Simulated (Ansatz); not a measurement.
The relaxed structure here is a generated cell of Al: the first start was made by placing the elements on the sites of a structure type, and the end was not matched to a known phase here, so it may be hypothetical. Known forms of Al include space group No. 225.

The end point of a relaxation of Al. Space group I4/mmm (No. 139), AFLOW prototype A_tI2_139_a (A_a). These are r2SCAN (plane waves to 500 eV, PAW, scalar-relativistic; Ansatz, a program for electronic structure) values and carry that method's errors.

```cif
data_Al
_chemical_formula_sum 'Al1'
_space_group_name_H-M_alt 'P 1'
_space_group_IT_number 1
_cell_length_a 2.79588
_cell_length_b 2.79588
_cell_length_c 2.79588
_cell_angle_alpha 104.301
_cell_angle_beta 104.301
_cell_angle_gamma 120.395
loop_
_space_group_symop_operation_xyz
  'x, y, z'
loop_
_atom_site_label
_atom_site_type_symbol
_atom_site_fract_x
_atom_site_fract_y
_atom_site_fract_z
_atom_site_occupancy
Al1 Al 0.50000 0.50000 0.00000 1
```

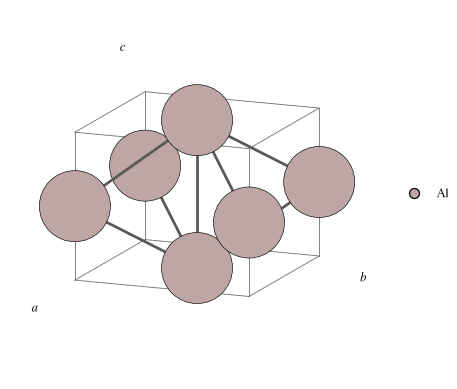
Fig. 1. The conventional cell of the relaxed structure

For Al, the volume per atom is 16.36 Å³ and the band gap is zero (metallic). The shortest distances comes out as Al–Al 2.78 Å and the k-mesh is 21×21×21.

No spin polarisation in the result.

The run could not lose the symmetry of its start, so the end can be a saddle point.
